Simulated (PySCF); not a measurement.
SMILES COC(=O)C[CH2][GeH3] (C₄H₁₀GeO₂), GFN2-xTB optimised geometry. Atoms within 1.6 Å of the plane z = 0.0 Å (x, y, z in Å): C1 (2.72, -1.51, 0.03), O2 (2.09, -0.24, 0.00), C3 (0.76, -0.24, 0.00), O4 (0.10, -1.25, 0.01), C5 (0.18, 1.15, 0.00), C6 (-1.16, 1.16, -0.72), Ge7 (-2.39, -0.28, -0.13), H8 (2.37, -2.13, -0.79), H9 (3.79, -1.32, -0.05), H10 (2.50, -2.02, 0.97), H11 (0.90, 1.84, -0.43), H12 (0.03, 1.42, 1.05), H13 (-1.64, 2.13, -0.56), H15 (-2.26, -0.57, 1.32), H16 (-3.79, 0.27, -0.31), H17 (-2.35, -1.53, -0.93).

Calculation: CAM-B3LYP/def2-SVP in PySCF. Cells within 0.4 Å of a nucleus heavier than hydrogen are left out (blank, or x).

Map of the electrostatic potential (hartree/e), clipped to [-0.08, 0.12] on the plane z = 0.0 Å:

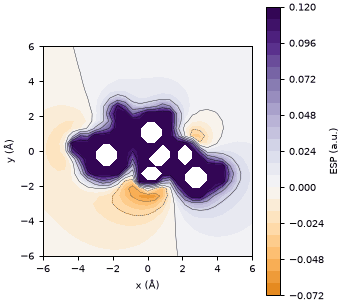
Fig. 1. Electrostatic potential (hartree/e), clipped to [-0.08, 0.12] on the plane z = 0.0 Å.
